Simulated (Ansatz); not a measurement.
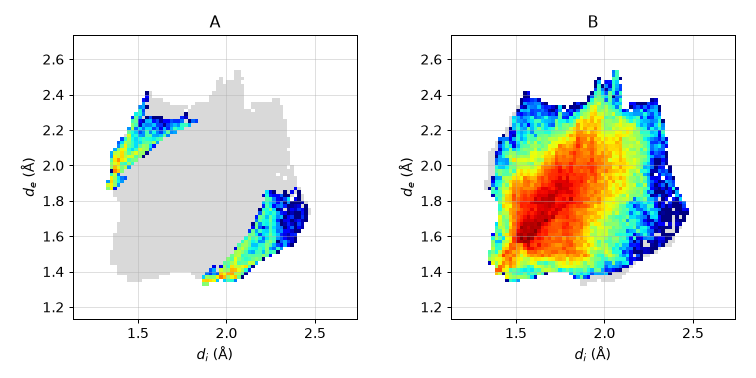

Fingerprint plots of the Hirshfeld surface computed for the C6H10 molecule in H5C3 (P-1, No. 2), each panel colouring one kind of contact over the whole plot in grey. The kinds are C···H, H···H, in shuffled order.

The surface is where the fragment's share of the procrystal density (the sum of the densities of spherically averaged neutral Hartree-Fock atoms) equals one half. d_i and d_e are the distances from the surface to the nearest nucleus inside and outside.

The cell is taken from the geometry relaxed with DFT PBE, scalar-relativistic, plane waves, PAW in Ansatz 0.2.0.

```
CELL_PARAMETERS angstrom
6.85013 0.00000 0.00000
-3.39017 6.20921 0.00000
-1.35116 -2.75244 8.44750
ATOMIC_POSITIONS crystal
H 0.89641 0.14739 0.81902
H 0.10359 0.85261 0.18098
H 0.50588 0.90412 0.82686
H 0.49412 0.09588 0.17314
H 0.31352 0.15048 0.86115
H 0.68648 0.84952 0.13885
H 0.19912 0.94386 0.67611
H 0.80088 0.05614 0.32389
H 0.29924 0.34312 0.66740
H 0.70076 0.65688 0.33260
H 0.41174 0.21444 0.54727
H 0.58826 0.78556 0.45273
H 0.68363 0.55874 0.87905
H 0.31637 0.44126 0.12095
H 0.71376 0.62318 0.70061
H 0.28624 0.37682 0.29939
H 0.01684 0.54525 0.83610
H 0.98316 0.45475 0.16390
H 0.87857 0.39161 0.63447
H 0.12143 0.60839 0.36553
C 0.76744 0.19386 0.79093
C 0.23256 0.80614 0.20907
C 0.54981 0.05730 0.79368
C 0.45019 0.94270 0.20632
C 0.35810 0.10221 0.75242
C 0.64190 0.89779 0.24758
C 0.42366 0.28666 0.67107
C 0.57634 0.71334 0.32893
C 0.67128 0.48704 0.75493
C 0.32872 0.51296 0.24507
C 0.84721 0.41206 0.75211
C 0.15279 0.58794 0.24789
```

Q: Which panel shows which contact, and what share of the surface does each take?

A: A: C···H, 5 % of the area, smallest d_i + d_e about 3.2 Å. B: H···H, 95 % of the area, smallest d_i + d_e about 2.8 Å.

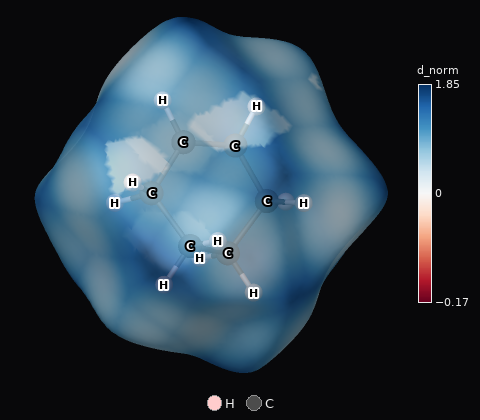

Hirshfeld surface computed for the C6H10 molecule in H5C3 (P-1), coloured by d_norm.
